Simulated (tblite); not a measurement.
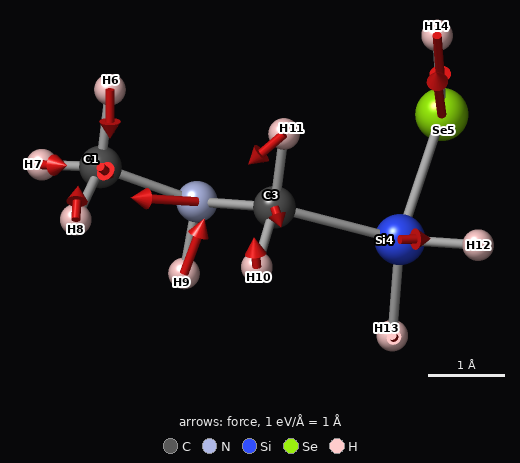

Starting geometry of C$_{2}$H$_{9}$NSeSi with the computed forces as red arrows. The picture is a ball-and-stick view, seen at a tilt.

The calculation used tblite, GFN2-xTB geometry optimisation, gas phase. 

Q: Is this structure relaxed? If not, where do the atoms go?

A: It isn't relaxed: the largest force vector, on the Se atom, is 1.14 eV/Å. The final displacements have little in common with the starting forces (cosine between the two patterns 0.29). After 102 geometry steps the energy has fallen by 7.46 kcal/mol. The atom that moves furthest after the best rigid fit is an H atom (1.96 Å). By element the largest moves are H 1.96 Å, Se 0.31 Å, N 0.31 Å, C 0.29 Å, Si 0.26 Å. Near-neighbour distances that change, for instance: H–Se 1.529 → 1.442 Å, C–Si 1.885 → 1.915 Å, Se–Si 2.295 → 2.265 Å, C–N 1.480 → 1.451 Å. Bond angles that change, for instance: C–Si–Se 108.8° → 102.4°, C–N–C 109.7° → 114.1°, N–C–H 111.5° → 107.4°. Groups turn about Se–Si by about 70°, C–Si by about 25°.
